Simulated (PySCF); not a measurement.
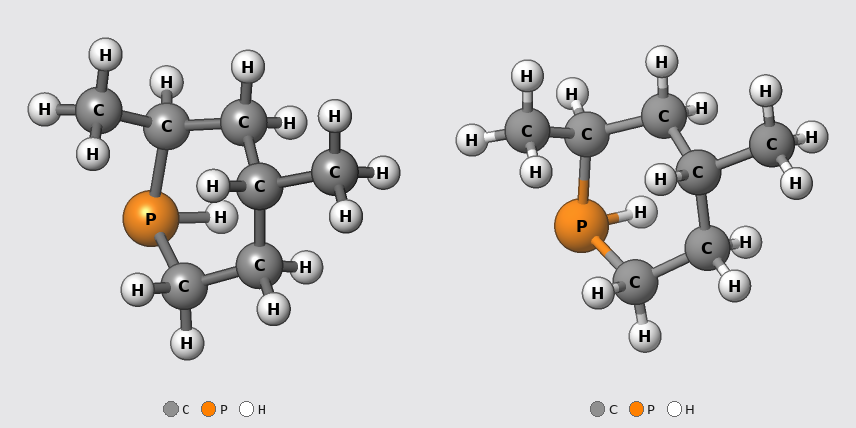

Both panels show the same species.

Identify the structure.

It has 23 atoms: 7 carbon, 15 hydrogen and 1 phosphorus (C₇H₁₅P). Its SMILES string is `C[C@@H]1CCP[C@@H](C)C1`. Independent rings (smallest set): 1 of 6 members. This geometry has C1 symmetry. Coordination: 7 C tetrahedral; 1 P trigonal pyramidal.

More results for the same structure follow; atom numbers are the same in all pictures, views and colours differ. The geometry was computed by an optimisation with PBE0-D3(BJ)/def2-SVP. No frequency run is at hand to confirm it as a minimum.

### Geometry

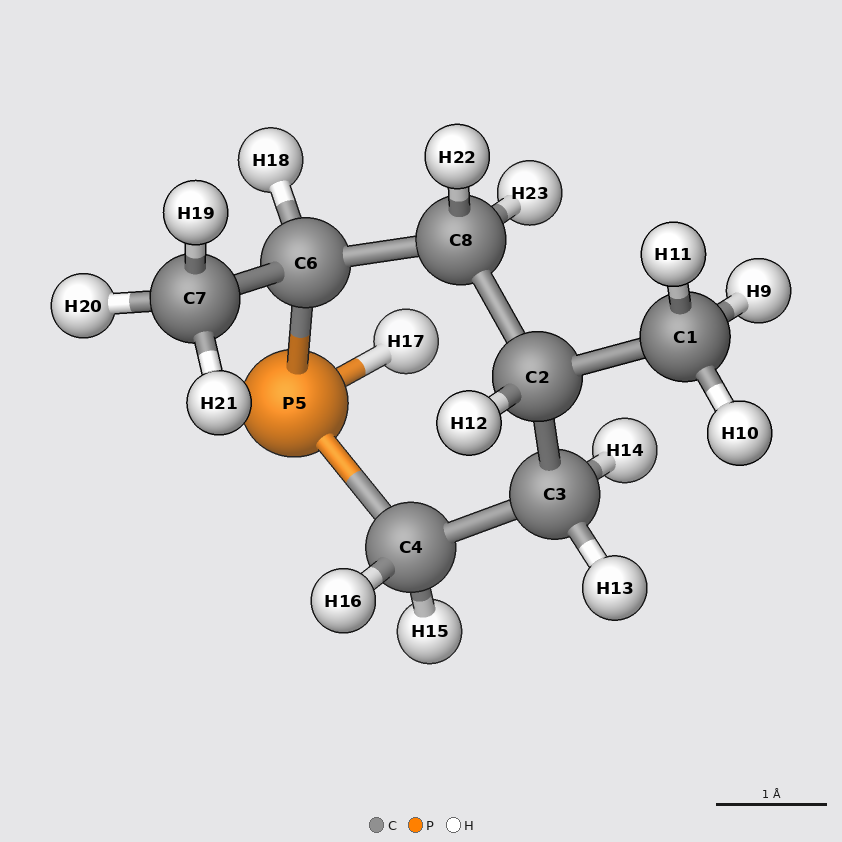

The atoms are numbered. No frequency run is at hand to confirm it as a minimum.

Give these bond angles: C2–C1–H10, C2–C3–H13, C3–C4–P5, C3–C4–H15, C4–C3–H13, C4–C3–H14, C4–P5–C6, P5–C4–H16, P5–C6–C8, C6–C7–H19, C6–C7–H20, C7–C6–H18.

| angle | degrees |
| --- | --- |
| C2–C1–H10 | 111.4 |
| C2–C3–H13 | 109.0 |
| C3–C4–P5 | 115.5 |
| C3–C4–H15 | 111.1 |
| C4–C3–H13 | 109.4 |
| C4–C3–H14 | 109.3 |
| C4–P5–C6 | 98.8 |
| P5–C4–H16 | 106.5 |
| P5–C6–C8 | 113.6 |
| C6–C7–H19 | 110.6 |
| C6–C7–H20 | 111.3 |
| C7–C6–H18 | 107.6 |

### Ring current

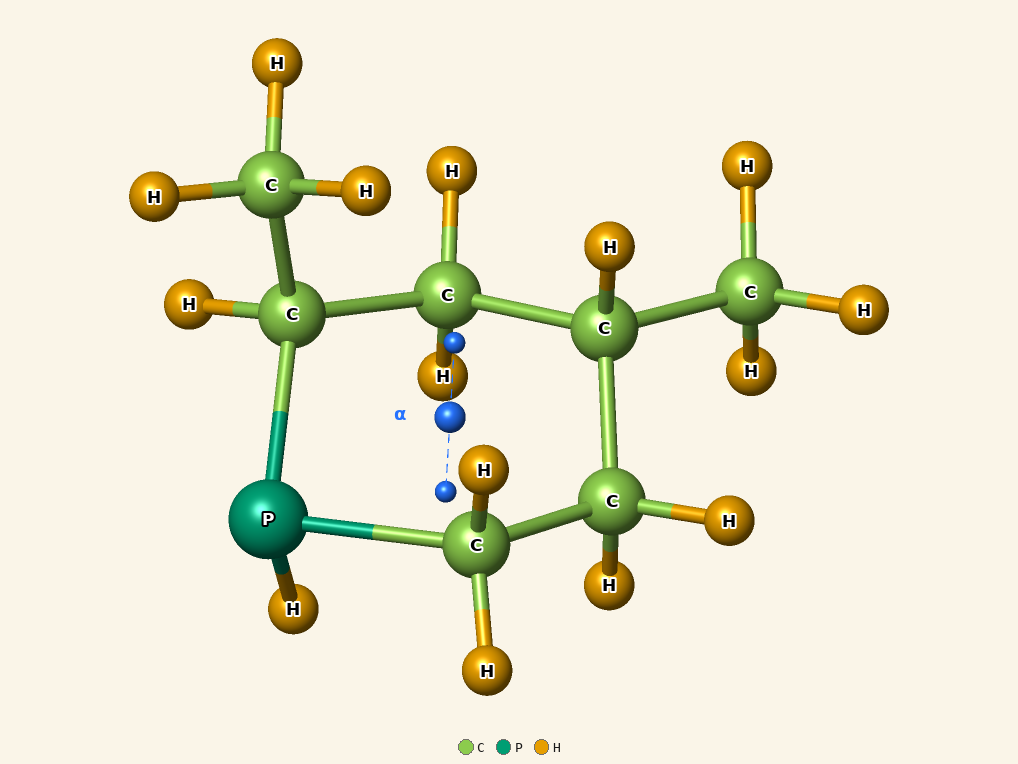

The small points mark where nucleus-independent chemical shifts (NICS) were computed: at the centre of each lettered ring and 1 Å above and below it. No frequency run is at hand to confirm it as a minimum. Properties computed with GIAO PBE0/pcSseg-1 NMR shielding, non-relativistic, gas phase (PySCF 2.14.0).

Give NICS(0), NICS(1) and the out-of-plane component NICS(1)zz for each ring (means of the two sides).

```
ring  members  NICS(0)  NICS(1)  NICS(1)zz
   α      C5P     −1.9     −1.9        3.4
```

Values in ppm.

> What do the values say about the ring currents?

Ring α: weak, as in a non-aromatic ring. NICS is one index among several.

### NMR shielding

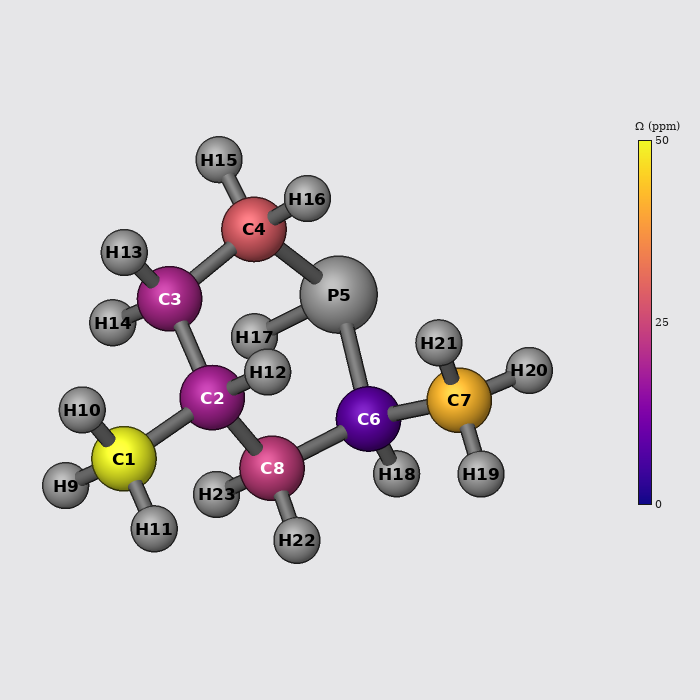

The C atoms are coloured by the span of their shielding tensor. No frequency run is at hand to confirm it as a minimum. Properties computed with GIAO PBE0/pcSseg-1 NMR shielding, non-relativistic, gas phase (PySCF 2.14.0). Principal shieldings σ11 ≤ σ22 ≤ σ33, span Ω = σ33 − σ11, skew κ = 3(σiso − σ22)/Ω.

> Which C atom has the most anisotropic shielding?

C1, with a span of 50 ppm.

Give the shielding tensors of the C atoms.

```csv
atom,σ11,σ22,σ33,σiso,Ω,κ
C1,137.7,150.8,187.5,158.7,49.7,0.47
C2,145.7,161.0,164.5,157.1,18.8,−0.63
C3,133.4,146.7,153.3,144.5,20.0,−0.34
C4,151.5,166.3,180.5,166.1,29.1,−0.02
C6,152.7,160.5,161.1,158.1,8.4,−0.86
C7,143.5,167.3,185.8,165.6,42.3,−0.13
C8,127.5,136.7,151.3,138.5,23.8,0.22
```

Shieldings and span in ppm.

### Electronic properties

No frequency run is at hand to confirm it as a minimum. Level of theory: PBE0/pcSseg-1 in chloroform (IEF-PCM) (PySCF 2.14.0).

What does the calculation give?

- dipole moment: 1.83 D
- HOMO energy (Kohn–Sham orbital): −6.66 eV
- LUMO energy (Kohn–Sham orbital): 1.07 eV
- HOMO–LUMO gap: 7.73 eV
